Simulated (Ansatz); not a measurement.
# Direct or indirect: ZnS (P6_3mc)

```yaml
crystal:
  lattice:
    - [3.81100, 0.00000, 0.00000]
    - [-1.90550, 3.30042, 0.00000]
    - [0.00000, 0.00000, 6.23400]
  atoms:
    - { symbol: Zn, position: [0.66667, 0.33333, 0.50000] }
    - { symbol: Zn, position: [0.33333, 0.66667, 0.00000] }
    - { symbol: S, position: [0.66667, 0.33333, 0.88500] }
    - { symbol: S, position: [0.33333, 0.66667, 0.38500] }
```

Method: Ansatz, PBE, independent particles, without spin-orbit coupling, line width 0.15 eV (Gaussian). The band structure gives a fundamental gap of 2.25 eV. The spectrum of vertical transitions near the edge:

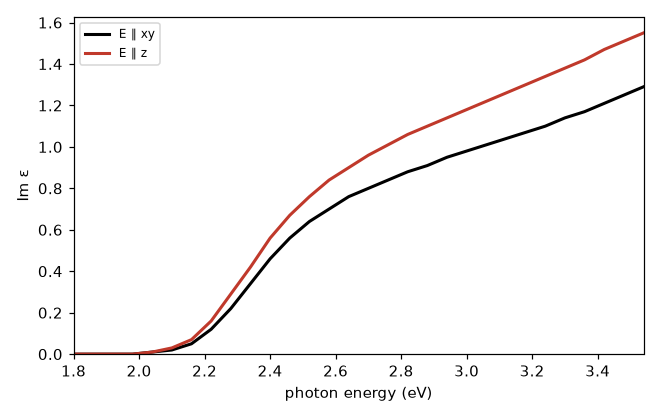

(1) Is the gap direct or indirect, and about where do vertical transitions set in?

Results:

(1) Direct: the band path has its least direct gap at the fundamental one, 2.25 eV, and the curves rise from there. Lines are broadened by 0.15 eV, which spreads the edge.

[Logs are printed without paths, hosts, clocks, repeated set-up lines and the standing remarks that a program may print on its own settings, such as how far it seeks lower states.]
